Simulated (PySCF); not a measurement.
## Electronic structure of C5H5ClO2Si in real space

```xyz
14

O    -0.4952   -2.0700    1.5916
C    -0.2091   -1.3421    0.6701
C     1.1879   -0.8953    0.4642
C     1.5841    0.2915   -0.0202
Cl    3.2665    0.6527   -0.1524
C     0.6806    1.3998   -0.4256
O     1.1171    2.4355   -0.8734
Si   -1.2038    1.0789   -0.1950
C    -1.2107   -0.8251   -0.3136
H     1.9345   -1.5980    0.8123
H    -1.6113    1.5496    1.1274
H    -1.9511    1.7022   -1.2824
H    -0.9060   -1.1156   -1.3195
H    -2.1842   -1.2645   -0.1056
```

Geometry: GFN2-xTB.

All numbers below come from PySCF 2.14.0, wB97X-D/def2-SVPD, SCF density, gas phase.

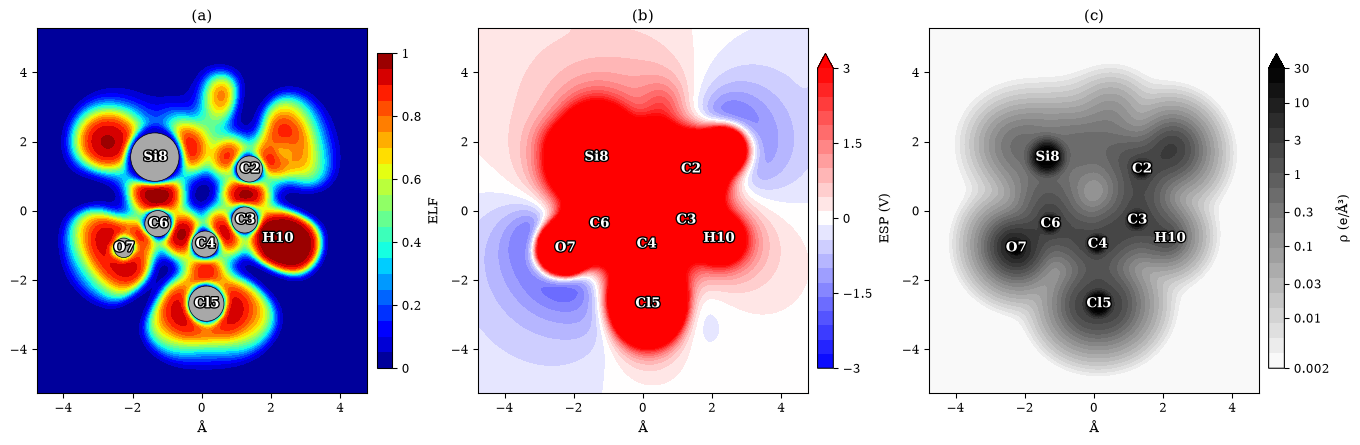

Figure 1. (a) electron localisation function; (b) molecular electrostatic potential; (c) total electron density on the plane of atoms C4, C6 and Si8. Grey discs cover the atomic cores in the ELF map.

Read the bonding off the picture.

Answer.
- The section cuts through C, Cl, O, Si and H sites.
- C–O (1.21 Å): ρ is about 3.3 e/Å³ halfway; the ELF peaks at about 0.85 between the atoms (a short, multiple covalent bond).
- C–C (1.34 Å): ρ at the midpoint is about 2.3 e/Å³; the ELF peaks at about 0.95 between the atoms (a multiple bond).
- C–Cl (1.73 Å): ρ at the midpoint is about 1.5 e/Å³; the ELF peaks at about 0.90 between the atoms (localised, covalent bonding).
- C–Si (1.93 Å): ρ is about 0.93 e/Å³ halfway; the ELF peaks at about 1 between the atoms: a covalent bond.
- C–H (1.08 Å): ρ at the midpoint is about 2 e/Å³; the ELF climbs to about 1 towards the hydrogen, as it does in any bond to H (an ordinary covalent bond to hydrogen).
- The ELF also peaks beside Cl5, O7 and O1, away from the bonds: lone-pair regions.
- Outside the dense part of the molecule the potential is most negative (−1.8 V) near O7.

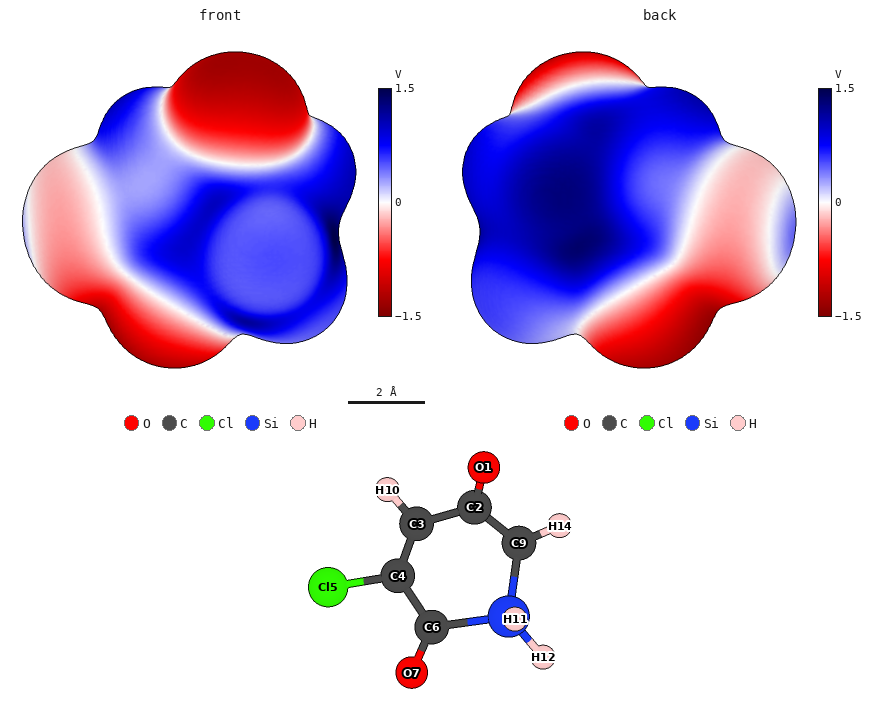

Figure 2. The electrostatic potential painted on the density surface at 0.001 e/bohr³, seen from the front and from behind; red is negative and blue positive. The bare structure is drawn below in the same view.

Describe the electrostatic potential map.

Answer. The most negative region (about −1.3 V) lies over O1 and O7, the most positive (about +1.4 V) over Si8. Cl5 shows a σ-hole: about +0.4 V at the tip opposite its bond, against about −0.4 V on its flanks.
